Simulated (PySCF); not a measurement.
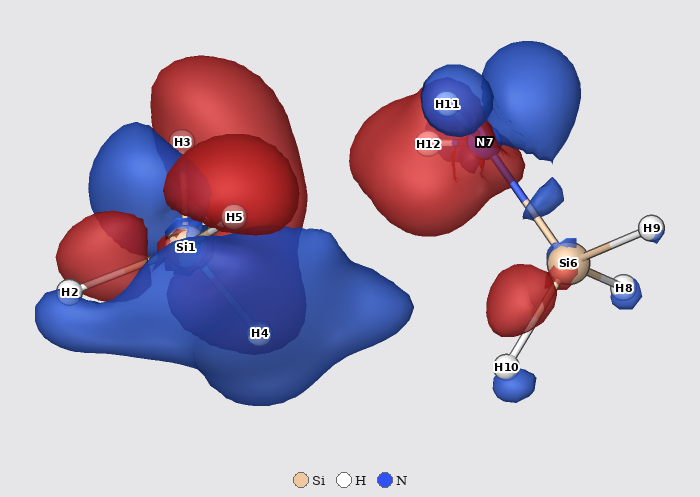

Figure 1: H9NSi2, SMILES `[SiH4].[SiH3]N`. Density of the complex less the densities of the two fragments at the same geometry, ±0.0004 e/Å³ (red: gain, blue: loss). Fragment A: SiH4 (atoms 1–5); fragment B: SiH5N.

Method: B3LYP/6-311+G**; geometry: GFN2-xTB; program: PySCF.

Coordinates in Å:

```
Si1     -2.4048   -0.1277    0.0037
H2      -3.7633   -0.6580    0.0837
H3      -2.4448    1.2025   -0.6051
H4      -1.5782   -1.0117   -0.8132
H5      -1.8464   -0.0227    1.3502
Si6      2.0039   -0.3833    0.0029
N7       1.0503    1.0513   -0.0250
H8       2.6311   -0.4451   -1.3155
H9       2.9684   -0.1738    1.0807
H10      1.2713   -1.6354    0.2508
H11      0.6229    1.3584    0.8338
H12      0.3992    1.1797   -0.7827
```

Question: How is the density rearranged on binding?

Answer: Hirshfeld charges show almost no net transfer (under 0.005 e). 0.02 e is displaced in all, which induces a dipole of 0.07 D.

Question: What is the interaction energy, and which contacts carry it?

Answer: The counterpoise-corrected interaction energy of the frozen fragments is +0.8 kcal/mol without dispersion correction and −1.5 kcal/mol with D3(BJ). The pair geometry is semi-empirical, not a minimum at this level. Contacts: Si1···N7, 3.65 Å, ρ = 0.005 a.u. The pose is a local one from a semi-empirical search, not shown to be the most stable.

Run time: 33 s on 1 thread of Arm Neoverse V2, on a shared host, peak memory 0.6 GiB.
